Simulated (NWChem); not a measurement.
**One shape, several levels: doublet [SiH2Cl2]−**

We compute a comparison of 3 runs (U-wB97X/6-311+G**, UB2PLYP/6-311+G**, UM06-2X/6-311+G**) of doublet [SiH2Cl2]−. 

The calculation is run with NWChem 7.3.0.

1 further run of the same task is left out (it didn't finish).

**1. The structure to begin with**

The species is [SiH2Cl2]− (5 atoms), meant as a doublet with charge -1. As SMILES of the parent species, `Cl[SiH2]Cl`. Geometry: relaxed at PBE0-D4/def2-TZVP. That shape belongs to the parent species and isn't relaxed for this state.

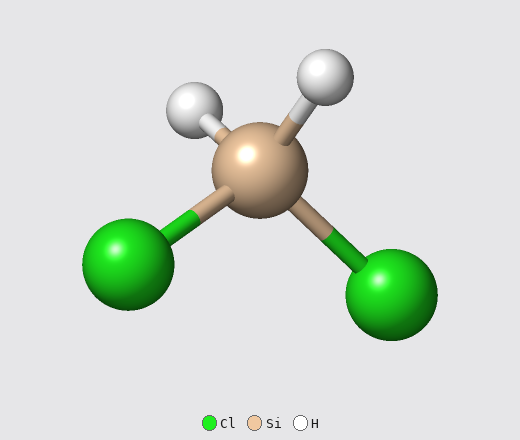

The structure, seen from a chosen angle (chlorine green, silicon light orange, hydrogen white).

**2. The energy at U-wB97X/6-311+G(d,p) (run 1)**

Contents of geom.xyz:

```xyz
5
Cl2H2Si
Cl    -1.036100    -0.393400     1.609300
Si     0.136800    -0.071700    -0.028900
Cl    -0.799200     1.196800    -1.324000
H      0.352000    -1.362200    -0.711200
H      1.396500     0.556600     0.413400
```

Contents of geom.nw:

```
start geom
title "Cl2H2Si"
memory 2200 mb
charge -1

geometry noautosym nocenter noautoz
  load geom.xyz
end

basis "ao basis" spherical bse
  * library 6-311+G**
end

dft
  xc wb97x
  mult 2
  grid fine
  convergence energy 1e-08
  iterations 100
  mulliken
end

task dft
```

Started as:

```bash
$ nwchem geom.nw > geom.out
```

Standard output:

```text
[...]
          Wavefunction type:  spin polarized.
          No. of atoms     :     5
          No. of electrons :    51
[...]
          Charge           :    -1
          Spin multiplicity:     2
[...]
          AO basis - number of functions:   102
[...]
              XC Information
              --------------
                       wb97x  Method XC Functional
                     Hartree-Fock (Exact) Exchange  1.000
                         wb97x Exchange Functional  1.000
                      wb97x Correlation Functional  1.000
[...]
 d= 0,ls=0.0,diis     1  -1210.9193807823 -1.40D+03  1.53D-01  1.04D+00     6.0
[...]
 d= 0,ls=0.0,diis    18  -1211.1577402653 -1.76D-10  2.01D-06  9.89D-12   105.0
[...]
         Total DFT energy =    -1211.157740265263
      One electron energy =    -2062.941156990104
           Coulomb energy =      738.162455025583
    Exchange-Corr. energy =      -78.342473193038
 Nuclear repulsion energy =      191.963434892297
[...]
      Total Density - Mulliken Population Analysis
     ---------------------------------------------
    Atom       Charge   Shell Charges
 -----------   ------   -------------------------------------------------------
    1 Cl  17    17.19   0.78  1.19  0.89  1.09  0.99  1.03  7.42 -1.51  1.09  3.04  1.43 -0.07 -0.19  0.02
    2 Si  14    14.58   0.79  1.18  0.95  1.03  0.89  0.37  1.97  3.90  0.63  1.31 -0.20  0.64  0.88  0.24
    3 Cl  17    17.19   0.78  1.19  0.89  1.09  0.99  1.03  7.42 -1.51  1.09  3.04  1.43 -0.07 -0.19  0.02
    4 H    1     1.02   0.25  0.55  0.22  0.01
    5 H    1     1.02   0.25  0.55  0.22  0.01
[...]
      <S2> =      0.7510 (Exact =     0.7500)
[...]
```

Run time: 1.8 min. Hardware: 1 thread of Intel Xeon Platinum 8488C (Sapphire Rapids), shared host; peak memory 0.11 GiB.

**3. The energy at UB2PLYP/6-311+G(d,p) (run 2)**

Contents of cl2h2si.nw:

```
start cl2h2si
memory total 2200 mb
charge -1

geometry units angstrom noautosym nocenter noautoz
   Cl      -1.036100      -0.393400       1.609300
   Si       0.136800      -0.071700      -0.028900
   Cl      -0.799200       1.196800      -1.324000
   H        0.352000      -1.362200      -0.711200
   H        1.396500       0.556600       0.413400
end

basis "ao basis" spherical bse
   * library 6-311+G**
end

dft
   xc hfexch 0.53 becke88 0.47 lyp 0.73 mp2 0.27
   dftmp2 semidirect
   mult 2
   grid fine
   convergence energy 1e-08
   iterations 100
   mulliken
end

mp2
   freeze core 15
end

task dft
```

Started as:

```bash
$ nwchem cl2h2si.nw > cl2h2si.out
```

Standard output:

```text
[...]
          Wavefunction type:  spin polarized.
          No. of atoms     :     5
          No. of electrons :    51
[...]
          Charge           :    -1
          Spin multiplicity:     2
[...]
          AO basis - number of functions:   102
[...]
              XC Information
              --------------
                     Hartree-Fock (Exact) Exchange  0.530
                    Becke 1988 Exchange Functional  0.470
              Lee-Yang-Parr Correlation Functional  0.730
[...]
 d= 0,ls=0.0,diis     1  -1210.3964993043 -1.40D+03  2.67D-01  8.34D-01     2.5
[...]
 d= 0,ls=0.0,diis    25  -1210.6204613972  5.64D-09  3.57D-06  3.28D-11    51.9
[...]
         Total DFT energy =    -1210.620461397201
      One electron energy =    -2063.106387556799
           Coulomb energy =      738.353383878291
    Exchange-Corr. energy =      -77.830892610989
 Nuclear repulsion energy =      191.963434892297
[...]
      Total Density - Mulliken Population Analysis
     ---------------------------------------------
    Atom       Charge   Shell Charges
 -----------   ------   -------------------------------------------------------
    1 Cl  17    17.13   0.78  1.19  0.90  1.09  0.99  1.04  7.42 -1.51  1.06  3.05  1.45 -0.19 -0.15  0.02
    2 Si  14    14.60   0.79  1.18  0.96  1.03  0.86  0.40  1.97  3.91  0.60  1.32 -0.15  0.06  1.43  0.24
    3 Cl  17    17.13   0.78  1.19  0.90  1.09  0.99  1.04  7.42 -1.51  1.06  3.05  1.45 -0.19 -0.15  0.02
    4 H    1     1.07   0.25  0.58  0.23  0.01
    5 H    1     1.07   0.25  0.58  0.23  0.01
[...]
      <S2> =      0.7508 (Exact =     0.7500)
[...]
  Basis functions       =    102
[...]
```

It took 57 s on 1 thread of Intel Xeon Platinum 8488C (Sapphire Rapids), shared host; peak memory 0.26 GiB.

**4. A single-point energy at UM06-2X/6-311+G(d,p) (run 3)**

Contents of nw.nw:

```
start nw
title "Cl2H2Si"
memory total 2200 mb
charge -1
geometry units angstrom noautosym nocenter noautoz
  Cl   -1.036100   -0.393400    1.609300
  Si    0.136800   -0.071700   -0.028900
  Cl   -0.799200    1.196800   -1.324000
  H     0.352000   -1.362200   -0.711200
  H     1.396500    0.556600    0.413400
end
basis spherical bse
  * library 6-311+G**
end
dft
  xc m06-2x
  mult 2
  grid fine
  convergence energy 1e-08
  maxiter 100
  mulliken
  noprint "final vectors analysis"
end
task dft energy
```

Started as:

```bash
$ nwchem nw.nw > nw.out
```

Standard output:

```text
[...]
          Wavefunction type:  spin polarized.
          No. of atoms     :     5
          No. of electrons :    51
[...]
          Charge           :    -1
          Spin multiplicity:     2
[...]
          AO basis - number of functions:   102
[...]
              XC Information
              --------------
                       M06-2X Method XC Functional
                     Hartree-Fock (Exact) Exchange  0.540
                        M06-2X Exchange Functional  1.000
                      M06-2X Correlation Potential  1.000
[...]
 d= 0,ls=0.0,diis     1  -1210.8846950519 -1.40D+03  2.67D-01  1.04D+00     3.0
[...]
 d= 0,ls=0.0,diis    20  -1211.1196388201  5.31D-10  4.40D-06  1.73D-12    53.4
[...]
         Total DFT energy =    -1211.119638820051
      One electron energy =    -2063.370197451198
           Coulomb energy =      738.610299734580
    Exchange-Corr. energy =      -78.323175995730
 Nuclear repulsion energy =      191.963434892297
[...]
      Total Density - Mulliken Population Analysis
     ---------------------------------------------
    Atom       Charge   Shell Charges
 -----------   ------   -------------------------------------------------------
    1 Cl  17    17.23   0.78  1.19  0.88  1.10  1.00  1.02  7.46 -1.54  1.07  3.01  1.48 -0.07 -0.16  0.02
    2 Si  14    14.51   0.79  1.18  0.94  1.04  0.89  0.38  1.98  3.90  0.60  1.34 -0.10  0.50  0.83  0.23
    3 Cl  17    17.23   0.78  1.19  0.88  1.10  1.00  1.02  7.46 -1.54  1.07  3.01  1.48 -0.07 -0.16  0.02
    4 H    1     1.01   0.25  0.55  0.20  0.01
    5 H    1     1.01   0.25  0.55  0.20  0.01
[...]
      <S2> =      0.7507 (Exact =     0.7500)
[...]
```

It took 54 s on 1 thread of Intel Xeon Platinum 8488C (Sapphire Rapids), shared host; peak memory 0.12 GiB.

**5. Overview of the runs**

```csv
run,level,frozen core orbitals,energy (Eh),HOMO energy (eV),LUMO energy (eV),⟨S²⟩,wall time
1,U-wB97X/6-311+G**,–,-1211.157740,1.10,4.51,0.751,1.8 min
2,UB2PLYP/6-311+G**,15,-1210.746630,2.00,3.63,0.751,57 s
3,UM06-2X/6-311+G**,–,-1211.119639,–,–,0.751,54 s
```

**6. Results**

| quantity | value |
| --- | --- |
| run 3: total energy | -1211.11964 Eh |
| run 3: ⟨S²⟩ | 0.751 |

What this shows: Totals of different functionals can't be ranked against each other. In runs 1, 2 the HOMO lies above zero, so the outermost electron may be held by the basis alone. All runs together took 3.6 min, the longest 1.8 min.
